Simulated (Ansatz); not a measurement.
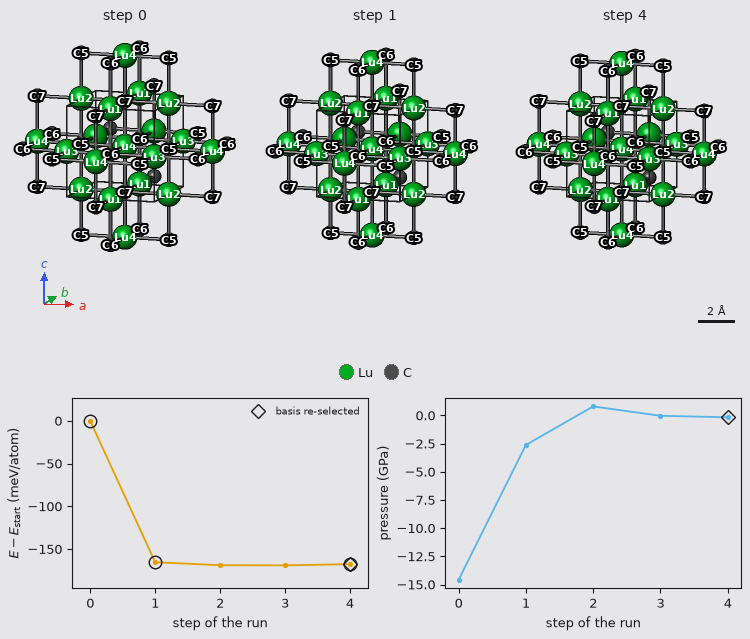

Frames of a relaxation of a crystal of Lu₄C₃ (a generated structure, set up in Pm-3m) (coarse preliminary run), marked on the history of the run. The picture is a ball-and-stick view of the cell of the calculation, seen slightly off an axis.

All numbers below come from DFT PBE, scalar-relativistic, plane waves, PAW (Ansatz).

Input
```yaml
crystal:
  lattice:
    - [5.18668188, 0.0, 0.0]
    - [0.0, 5.18668188, 0.0]
    - [0.0, 0.0, 5.18668188]
  atoms:
    - { symbol: Lu, position: [0.5, 0.0, 0.0] }
    - { symbol: Lu, position: [0.0, 0.5, 0.0] }
    - { symbol: Lu, position: [0.0, 0.0, 0.5] }
    - { symbol: Lu, position: [0.5, 0.5, 0.5] }
    - { symbol: C, position: [0.0, 0.5, 0.5] }
    - { symbol: C, position: [0.5, 0.0, 0.5] }
    - { symbol: C, position: [0.5, 0.5, 0.0] }
basis:
  ecutwfc: 420
kpoints:
  mp_grid: { grid: [4, 4, 4] }
hamiltonian:
  xc: pbe
scf:
  occupations: { method: gaussian, width: 0.1 }
  lower_state_search: "off"
output:
  forces: true
  stress: true
  eigenvalues: true
relax:
  adjacent_minimum: "off"
  f_tol: 0.04
  max_steps: 70
  cell: { stress_tol: 0.4 }
```

Command:
```bash
ansatz run input.yaml --threads 1 --pin off --max-ram 2048MiB --backend cpu --events-out ev --progress --plain --runs-dir out
```

Q: What happens along the run?

A: The energy falls by 168 meV per atom in 3 accepted moves (4 points after the start). All forces vanish by symmetry, so only the cell relaxes. Pressure: −14.57 GPa at the start and −0.16 GPa at the end. At 1 point the geometry stayed and the basis and grid were re-selected for the new cell (energy shift of 1.4 meV per atom at most each time). No atom moves by more than 0.005 Å relative to the cell. The volume changes by −15.9 %, with a = b = c 5.187 → 4.896 Å (−5.6 %). Some distances before and after: Lu1–Lu2 3.668 → 3.462 Å, Lu1–C6 2.593 → 2.448 Å. The space group stays Pm-3m (No. 221). From step 0 to 1: volume −13.9 %, energy −165 meV per atom. From step 1 to 4: volume −2.3 %, energy −2.3 meV per atom.

| step | E − E(0), meV/atom | pressure, GPa | volume, Å³/atom | note |
| --- | --- | --- | --- | --- |
| 0 | 0.00 | -14.57 | 19.933 |  |
| 1 | -165.29 | -2.61 | 17.158 |  |
| 2 | -168.79 | 0.80 | 16.652 |  |
| 3 | -168.95 | -0.03 | 16.768 |  |
| 4 | -167.55 | -0.16 | 16.768 | same geometry, new basis |
